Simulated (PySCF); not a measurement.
**CH₅AlCl−: NMR shifts at several levels of theory**

Aim: compute the NMR shifts of CH₅AlCl− (`[AlH3-][CH2]Cl`) at several levels, and see how far they spread and what each costs.

The runs use PySCF 2.14.0, with density-fitted response routines of our own; the level of theory stands in each step. All values are computed, except where a source is named. Atoms are numbered from 0 throughout.

### 1 Starting geometry

8 atoms, charge -1, multiplicity 1; geometry from: GFN2-xTB.

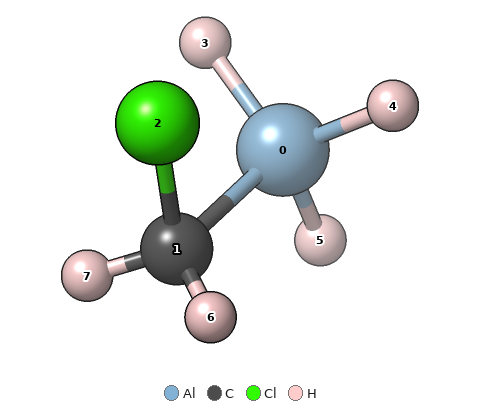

As it starts; aluminium light blue, carbon dark grey, chlorine green, hydrogen pink, atoms numbered.

### 2 Optimising the geometry at PBE0-D3(BJ)/def2-SVP

What the job is given:

```
{"job": {"xc": "PBE0", "basis": "def2-SVP", "d3": "d3bj", "grid": 1, "kind": "geom"}, "charge": -1, "multiplicity": 1}
Al    -1.020922     0.060294    -0.067610
C      1.013402    -0.329061    -0.071551
Cl     1.298461     1.250335     0.724212
H     -1.476039     0.230749     1.462801
H     -1.257470     1.396841    -0.925447
H     -1.666943    -1.239716    -0.761519
H      1.631119    -0.296886    -0.978933
H      1.487449    -1.063144     0.593482
```

The program printed:

```text
step   0  E = -743.18578129  max force = 0.024614
step   1  E = -743.19674209  max force = 0.015051
step   2  E = -743.19986257  max force = 0.012882
step   3  E = -743.20138221  max force = 0.006288
step   4  E = -743.20173407  max force = 0.002833
step   5  E = -743.20186062  max force = 0.001524
step   6  E = -743.20188581  max force = 0.000453
step   7  E = -743.20189045  max force = 0.000240
optimisation converged
```

Wall time 12 s (1 thread, shared host).

Along the way:

```csv
step,energy from step 0 (eV),largest force component (eV/Å)
0,0.0000,1.2657
1,-0.2983,0.7740
2,-0.3832,0.6624
3,-0.4245,0.3233
4,-0.4341,0.1457
5,-0.4375,0.0784
6,-0.4382,0.0233
7,-0.4384,0.0123
```

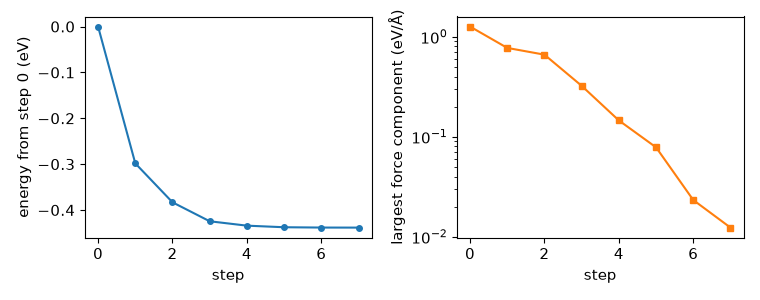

Energy and force, step by step.

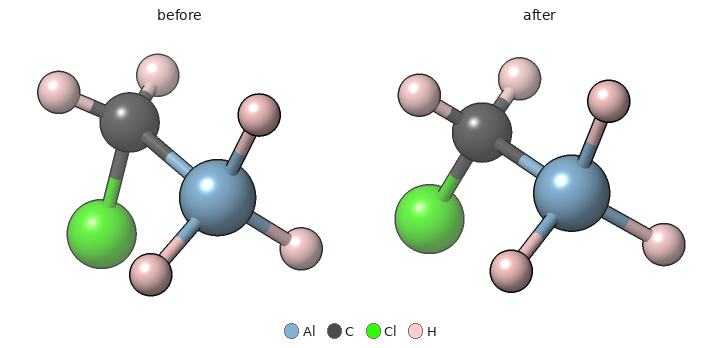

Before and after, at one scale.

Distances of close pairs at the start and the end, largest changes first:

```csv
bond,before (Å),after (Å),change (Å)
Al0–H5,1.609,1.652,+0.043
C1–Cl2,1.791,1.829,+0.038
Al0–H4,1.606,1.640,+0.035
Al0–H3,1.606,1.640,+0.035
Al0–C1,2.071,2.042,-0.029
C1–H6,1.098,1.103,+0.005
C1–H7,1.098,1.103,+0.005
```

The final coordinates are the input of the step that follows.

```csv
at the end point,value
point group (found at 0.08 Å tolerance),Cs
"rotational constants (GHz, main isotopes)","20.799, 2.768, 2.575"
```

### 3 NMR shieldings: PBE0/cc-pVDZ

What the job is given:

```
{"job": {"kind": "nmr", "xc": "PBE0", "basis": "cc-pVDZ", "pop": true}, "charge": -1, "multiplicity": 1}
Al    -1.028231     0.039306    -0.076693
C      1.002315    -0.157353     0.012455
Cl     1.862570     1.259681     0.785687
H     -1.644092     0.161654     1.438725
H     -1.412773     1.346223    -0.990571
H     -1.553835    -1.348661    -0.802912
H      1.459794    -0.254510    -0.986705
H      1.323793    -1.036651     0.595553
```

With the program's defaults for keys left out, this is: GIAO PBE0/cc-pVDZ NMR shielding, non-relativistic, gas phase.

The program printed:

```text
coarse grid: 7440 points
cycle   1  E = -743.4089731240  dE = -2.286e-01  |g| = 2.640e-01  |ddm| = 4.634e+00
cycle   2  E = -743.4270900616  dE = -1.812e-02  |g| = 1.894e-01  |ddm| = 1.711e+00
cycle   3  E = -743.4370012826  dE = -9.911e-03  |g| = 5.213e-02  |ddm| = 5.519e-01
cycle   4  E = -743.4376987859  dE = -6.975e-04  |g| = 1.655e-02  |ddm| = 1.074e-01
cycle   5  E = -743.4377743285  dE = -7.554e-05  |g| = 2.920e-03  |ddm| = 3.324e-02
cycle   6  E = -743.4377770665  dE = -2.738e-06  |g| = 4.995e-04  |ddm| = 7.938e-03
final grid: 61704 points
cycle   7  E = -743.4519643307  dE = -4.531e-06  |g| = 4.050e-03  |ddm| = 2.768e-02
cycle   8  E = -743.4519613165  dE =  3.014e-06  |g| = 5.269e-03  |ddm| = 1.656e-02
cycle   9  E = -743.4519688556  dE = -7.539e-06  |g| = 4.832e-04  |ddm| = 9.049e-03
cycle  10  E = -743.4519689243  dE = -6.868e-08  |g| = 4.635e-05  |ddm| = 1.109e-03
cycle  11  E = -743.4519689249  dE = -6.274e-10  |g| = 1.347e-05  |ddm| = 1.349e-04
converged SCF energy = -743.4519689249

GIAO shielding tensors (ppm)
atom      isotropic    diamagn.    paramagn.     s11        s22        s33       span
  0 Al     512.830     797.399    -284.570    494.197    507.835    536.457     42.260
  1 C      155.903     241.218     -85.315    118.203    140.182    209.324     91.121
  2 Cl     979.026    1146.341    -167.316    872.498    936.872   1127.707    255.209
  3 H       27.735      29.464      -1.729     25.047     26.444     31.714      6.667
  4 H       27.735      29.472      -1.737     25.042     26.452     31.710      6.668
  5 H       27.710      29.599      -1.889     24.998     25.948     32.182      7.184
  6 H       29.130      29.665      -0.534     23.845     28.072     35.474     11.629
  7 H       29.138      29.670      -0.532     23.834     28.082     35.499     11.666
```

It took 3.8 s on 1 thread, shared host.

The references, computed at this level on geometries of the same kind, shield at (ppm): ¹H TMS 31.29, ¹³C TMS 196.8, ²⁷Al AlH4- 538.6, ³⁵Cl HCl 961. Their shielding less the atom's gives the shift. The references are single molecules in the gas phase. Shifts against hydride references such as AlH4− lie on their own scale. Atoms listed in one row are averaged.

```csv
atoms,environment,σ (ppm),δ (ppm)
C1,sp3 CH2 bonded to Al and Cl,155.9,40.9
"H3, H4, H5",hydrogen on an aluminium bonded to C,27.73,3.56
"H6, H7",hydrogen on an sp3 CH2 bonded to Al and Cl,29.13,2.16
Al0,"aluminium bonded to C, 3 H",512.8,25.7
Cl2,chlorine bonded to C,979,-18
```

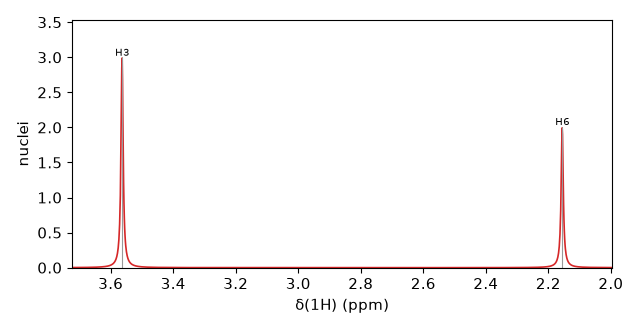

¹H lines at the computed shifts, without couplings. Lines are broadened to a width of 0.01 ppm (Lorentzian).

The run also stored atomic charges by several schemes (e):

```csv
atoms,Mulliken,IAO,Hirshfeld,ESP fit
Al0,0.10,0.25,0.11,0.39
C1,-0.29,-0.55,-0.19,-0.19
Cl2,-0.25,-0.20,-0.19,-0.31
```

Hirshfeld charges:

```csv
atom,value (e)
Al0,0.11
C1,-0.19
Cl2,-0.19
H3,-0.24
H4,-0.24
H5,-0.25
H6,0.01
H7,0.01
```

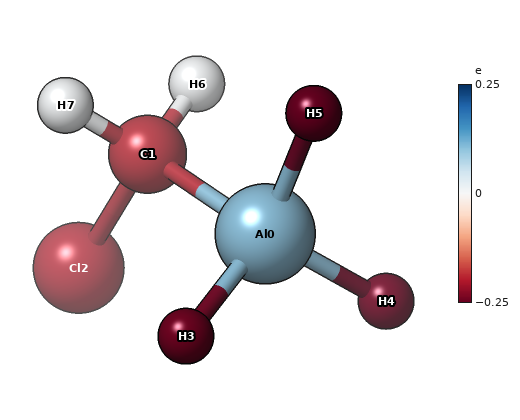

Hirshfeld charges, as colours on the atoms.

Mayer bond orders: Al0–C1 0.78, C1–Cl2 0.92.

### 4 Shielding tensors: PBE0/cc-pVTZ

Same as in step 3 but for these lines:

```diff
@@ -1,2 +1,2 @@
-{"job": {"kind": "nmr", "xc": "PBE0", "basis": "cc-pVDZ", "pop": true}, "charge": -1, "multiplicity": 1}
+{"job": {"kind": "nmr", "xc": "PBE0", "basis": "cc-pVTZ", "pop": true}, "charge": -1, "multiplicity": 1}
 Al    -1.028231     0.039306    -0.076693
```

With the program's defaults for keys left out, this is: GIAO PBE0/cc-pVTZ NMR shielding, non-relativistic, gas phase.

The program printed:

```text
coarse grid: 7440 points
cycle   1  E = -743.4549803776  dE = -2.571e-01  |g| = 2.839e-01  |ddm| = 4.895e+00
cycle   2  E = -743.4714717738  dE = -1.649e-02  |g| = 2.349e-01  |ddm| = 1.595e+00
cycle   3  E = -743.4860461177  dE = -1.457e-02  |g| = 6.519e-02  |ddm| = 5.393e-01
cycle   4  E = -743.4870500273  dE = -1.004e-03  |g| = 2.210e-02  |ddm| = 1.173e-01
cycle   5  E = -743.4871705736  dE = -1.205e-04  |g| = 3.815e-03  |ddm| = 3.323e-02
cycle   6  E = -743.4871745206  dE = -3.947e-06  |g| = 9.033e-04  |ddm| = 7.841e-03
final grid: 61704 points
cycle   7  E = -743.4983673680  dE = -1.654e-05  |g| = 4.317e-03  |ddm| = 4.405e-02
cycle   8  E = -743.4983649182  dE =  2.450e-06  |g| = 5.238e-03  |ddm| = 1.585e-02
cycle   9  E = -743.4983718885  dE = -6.970e-06  |g| = 7.032e-04  |ddm| = 8.626e-03
cycle  10  E = -743.4983720149  dE = -1.265e-07  |g| = 7.767e-05  |ddm| = 1.005e-03
cycle  11  E = -743.4983720164  dE = -1.437e-09  |g| = 2.535e-05  |ddm| = 1.622e-04
cycle  12  E = -743.4983720166  dE = -1.839e-10  |g| = 3.908e-06  |ddm| = 4.461e-05
converged SCF energy = -743.4983720166

GIAO shielding tensors (ppm)
atom      isotropic    diamagn.    paramagn.     s11        s22        s33       span
  0 Al     459.556     801.360    -341.804    436.980    450.730    490.957     53.977
  1 C      147.781     235.958     -88.177    111.837    130.655    200.850     89.013
  2 Cl     970.038    1145.421    -175.383    858.191    925.196   1126.728    268.537
  3 H       27.665      29.531      -1.866     25.193     26.484     31.319      6.126
  4 H       27.666      29.540      -1.874     25.189     26.493     31.317      6.128
  5 H       27.619      29.622      -2.002     25.128     25.879     31.851      6.723
  6 H       28.901      28.566       0.335     23.672     27.814     35.218     11.546
  7 H       28.906      28.572       0.334     23.657     27.824     35.239     11.582
```

Run time: 9.8 s. Hardware: 1 thread, shared host.

Key values: δ C1 39.5, Al0 33.1, Cl2 -18, H3 3.64, H6 2.39 ppm (means over like atoms).

### 5 NMR shieldings: PBE0/aug-cc-pVDZ

Same as in step 4 but for these lines:

```diff
@@ -1,2 +1,2 @@
-{"job": {"kind": "nmr", "xc": "PBE0", "basis": "cc-pVTZ", "pop": true}, "charge": -1, "multiplicity": 1}
+{"job": {"kind": "nmr", "xc": "PBE0", "basis": "aug-cc-pVDZ", "pop": true}, "charge": -1, "multiplicity": 1}
 Al    -1.028231     0.039306    -0.076693
```

Method: GIAO PBE0/aug-cc-pVDZ NMR shielding, non-relativistic, gas phase.

The program printed:

```text
coarse grid: 7440 points
cycle   1  E = -743.4176077208  dE = -2.331e-01  |g| = 2.643e-01  |ddm| = 4.941e+00
cycle   2  E = -743.4336822804  dE = -1.607e-02  |g| = 2.248e-01  |ddm| = 1.522e+00
cycle   3  E = -743.4486687712  dE = -1.499e-02  |g| = 5.638e-02  |ddm| = 5.873e-01
cycle   4  E = -743.4494993169  dE = -8.305e-04  |g| = 1.788e-02  |ddm| = 1.243e-01
cycle   5  E = -743.4495880199  dE = -8.870e-05  |g| = 3.857e-03  |ddm| = 3.815e-02
cycle   6  E = -743.4495927962  dE = -4.776e-06  |g| = 6.853e-04  |ddm| = 1.041e-02
final grid: 61704 points
cycle   7  E = -743.4637099263  dE = -5.973e-06  |g| = 4.036e-03  |ddm| = 4.971e-02
cycle   8  E = -743.4637065471  dE =  3.379e-06  |g| = 5.362e-03  |ddm| = 1.664e-02
cycle   9  E = -743.4637144634  dE = -7.916e-06  |g| = 5.111e-04  |ddm| = 9.002e-03
cycle  10  E = -743.4637145421  dE = -7.873e-08  |g| = 5.716e-05  |ddm| = 1.079e-03
cycle  11  E = -743.4637145430  dE = -9.250e-10  |g| = 1.852e-05  |ddm| = 1.697e-04
converged SCF energy = -743.4637145430

GIAO shielding tensors (ppm)
atom      isotropic    diamagn.    paramagn.     s11        s22        s33       span
  0 Al     506.523     805.376    -298.852    484.759    496.561    538.250     53.491
  1 C      153.461     233.107     -79.646    115.499    138.352    206.533     91.034
  2 Cl     970.290    1143.570    -173.280    868.246    920.198   1122.425    254.179
  3 H       27.561      28.785      -1.224     25.062     26.442     31.178      6.116
  4 H       27.561      28.791      -1.230     25.056     26.452     31.174      6.118
  5 H       27.520      29.004      -1.484     25.015     25.799     31.746      6.731
  6 H       28.757      31.905      -3.148     23.524     27.683     35.064     11.540
  7 H       28.761      32.004      -3.243     23.510     27.691     35.083     11.573
```

Run time: 6 s. Hardware: 1 thread, shared host.

Key values: δ C1 41.7, Al0 34.6, Cl2 -3, H3 3.85, H6 2.64 ppm (means over like atoms).

### 6 Nuclear shieldings: PBE0/IGLO-III

Same as in step 5 but for these lines:

```diff
@@ -1,2 +1,2 @@
-{"job": {"kind": "nmr", "xc": "PBE0", "basis": "aug-cc-pVDZ", "pop": true}, "charge": -1, "multiplicity": 1}
+{"job": {"kind": "nmr", "xc": "PBE0", "basis": "IGLO-III", "pop": true}, "charge": -1, "multiplicity": 1}
 Al    -1.028231     0.039306    -0.076693
```

With the program's defaults for keys left out, this is: GIAO PBE0/IGLO-III NMR shielding, non-relativistic, gas phase.

The program printed:

```text
coarse grid: 7440 points
cycle   1  E = -743.4426824296  dE = -3.206e-01  |g| = 3.217e-01  |ddm| = 1.984e+00
cycle   2  E = -743.4588557387  dE = -1.617e-02  |g| = 2.365e-01  |ddm| = 1.012e+00
cycle   3  E = -743.4727731039  dE = -1.392e-02  |g| = 9.022e-02  |ddm| = 3.614e-01
cycle   4  E = -743.4746060337  dE = -1.833e-03  |g| = 2.688e-02  |ddm| = 6.874e-02
cycle   5  E = -743.4747648572  dE = -1.588e-04  |g| = 4.170e-03  |ddm| = 3.039e-02
cycle   6  E = -743.4747685068  dE = -3.650e-06  |g| = 9.782e-04  |ddm| = 6.373e-03
final grid: 61704 points
cycle   7  E = -743.4865341933  dE = -4.226e-05  |g| = 4.707e-03  |ddm| = 2.251e-02
cycle   8  E = -743.4865320982  dE =  2.095e-06  |g| = 5.126e-03  |ddm| = 9.477e-03
cycle   9  E = -743.4865382064  dE = -6.108e-06  |g| = 9.737e-04  |ddm| = 4.792e-03
cycle  10  E = -743.4865384154  dE = -2.090e-07  |g| = 1.644e-04  |ddm| = 9.499e-04
cycle  11  E = -743.4865384213  dE = -5.908e-09  |g| = 3.919e-05  |ddm| = 2.782e-04
cycle  12  E = -743.4865384217  dE = -3.641e-10  |g| = 5.031e-06  |ddm| = 4.626e-05
converged SCF energy = -743.4865384217

GIAO shielding tensors (ppm)
atom      isotropic    diamagn.    paramagn.     s11        s22        s33       span
  0 Al     455.589     799.363    -343.774    433.481    452.162    481.124     47.644
  1 C      144.099     246.998    -102.898    107.971    127.204    197.123     89.152
  2 Cl     964.891    1146.185    -181.294    844.607    909.814   1140.250    295.644
  3 H       27.636      29.467      -1.831     25.273     26.456     31.178      5.905
  4 H       27.636      29.475      -1.839     25.268     26.464     31.175      5.906
  5 H       27.614      29.439      -1.825     25.213     25.938     31.690      6.477
  6 H       28.881      29.480      -0.599     23.568     27.873     35.202     11.634
  7 H       28.886      29.487      -0.601     23.552     27.884     35.222     11.669
```

It took 8.9 s on 1 thread, shared host.

This run: δ C1 39.7, Al0 29.3, Cl2 -20, H3 3.75, H6 2.49 ppm (means over like atoms).

### 7 Shielding tensors: PBE0/pcSseg-0

Same as in step 6 but for these lines:

```diff
@@ -1,2 +1,2 @@
-{"job": {"kind": "nmr", "xc": "PBE0", "basis": "IGLO-III", "pop": true}, "charge": -1, "multiplicity": 1}
+{"job": {"kind": "nmr", "xc": "PBE0", "basis": "pcSseg-0", "pop": true}, "charge": -1, "multiplicity": 1}
 Al    -1.028231     0.039306    -0.076693
```

With the program's defaults for keys left out, this is: GIAO PBE0/pcSseg-0 NMR shielding, non-relativistic, gas phase.

The program printed:

```text
coarse grid: 7440 points
cycle   1  E = -742.4656905985  dE = -3.437e-01  |g| = 2.159e-01  |ddm| = 2.565e+00
cycle   2  E = -742.4796672130  dE = -1.398e-02  |g| = 1.132e-01  |ddm| = 5.780e-01
cycle   3  E = -742.4827819003  dE = -3.115e-03  |g| = 2.145e-02  |ddm| = 1.895e-01
cycle   4  E = -742.4829034517  dE = -1.216e-04  |g| = 5.505e-03  |ddm| = 3.575e-02
cycle   5  E = -742.4829109658  dE = -7.514e-06  |g| = 2.195e-03  |ddm| = 8.224e-03
final grid: 61704 points
cycle   6  E = -742.5593842567  dE = -2.196e-06  |g| = 5.177e-03  |ddm| = 1.254e-02
cycle   7  E = -742.5593783445  dE =  5.912e-06  |g| = 6.981e-03  |ddm| = 1.267e-02
cycle   8  E = -742.5593915512  dE = -1.321e-05  |g| = 1.724e-04  |ddm| = 7.336e-03
cycle   9  E = -742.5593915591  dE = -7.892e-09  |g| = 2.966e-05  |ddm| = 2.997e-04
cycle  10  E = -742.5593915593  dE = -2.534e-10  |g| = 6.132e-06  |ddm| = 6.496e-05
converged SCF energy = -742.5593915593

GIAO shielding tensors (ppm)
atom      isotropic    diamagn.    paramagn.     s11        s22        s33       span
  0 Al     452.379     793.532    -341.153    427.429    446.739    482.968     55.538
  1 C      150.106     252.536    -102.430    109.211    133.547    207.559     98.348
  2 Cl    1004.841    1145.547    -140.707    906.489    959.296   1148.737    242.247
  3 H       28.557      28.775      -0.218     25.606     27.604     32.461      6.854
  4 H       28.554      28.780      -0.226     25.596     27.609     32.457      6.861
  5 H       28.513      28.933      -0.420     25.499     27.214     32.827      7.328
  6 H       30.927      31.494      -0.568     25.266     29.952     37.562     12.297
  7 H       30.936      31.498      -0.562     25.263     29.959     37.587     12.324
```

Wall time 2.4 s (1 thread, shared host).

In short: δ C1 43.4, Al0 23.5, Cl2 -52, H3 4.29, H6 1.90 ppm (means over like atoms).

### 8 Side by side: NMR shifts

Shifts (ppm), means over like atoms, with basis size and wall time:

```csv
run,C1,H3,H6,Al0,Cl2,functions,time
PBE0/cc-pVDZ,40.9,3.56,2.16,25.7,-18,75,3.8 s
PBE0/cc-pVTZ,39.5,3.64,2.39,33.1,-18,168,9.8 s
PBE0/aug-cc-pVDZ,41.7,3.85,2.64,34.6,-3,122,6 s
PBE0/IGLO-III,39.7,3.75,2.49,29.3,-20,173,8.9 s
PBE0/pcSseg-0,43.4,4.29,1.90,23.5,-52,45,2.4 s
```

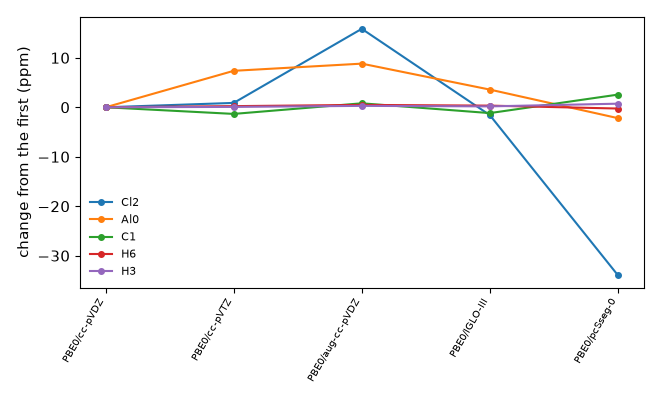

How the tabulated atoms move from run to run.

### 9 Summary of results

| quantity | value |
| --- | --- |
| point group | Cs |
| rotational constants (main isotopes) | 20.80, 2.77, 2.57 GHz |
| ¹³C shifts against TMS (PBE0/cc-pVDZ) | 40.9 ppm |
| ¹H shifts against TMS (PBE0/cc-pVDZ, means over atoms taken as alike) | 3.56, 2.16 ppm |
| ²⁷Al shifts against AlH4- (PBE0/cc-pVDZ) | 25.7 ppm |
| ³⁵Cl shifts against HCl (PBE0/cc-pVDZ) | -18 ppm |
| range of the shift of Cl2 | -52 to -3 ppm |

In words: Single values in the summary come from the first run of each kind that ended normally (PBE0/cc-pVDZ), which need not be the best level. The optimisation took 7 steps and gained 0.438 eV; among the close pairs (by a distance rule), Al0–H5 changed most, from 1.609 to 1.652 Å. No frequency check was run at this level, so the end point may be a saddle. At PBE0/cc-pVDZ: Shielding is most anisotropic at Cl2 (span 255 ppm, paramagnetic term -167 ppm). In ppm, Cl2 moves most: its shift spreads over 50 ppm, from -52 (PBE0/pcSseg-0) to -3 (PBE0/aug-cc-pVDZ). Part of that comes from the computed reference.
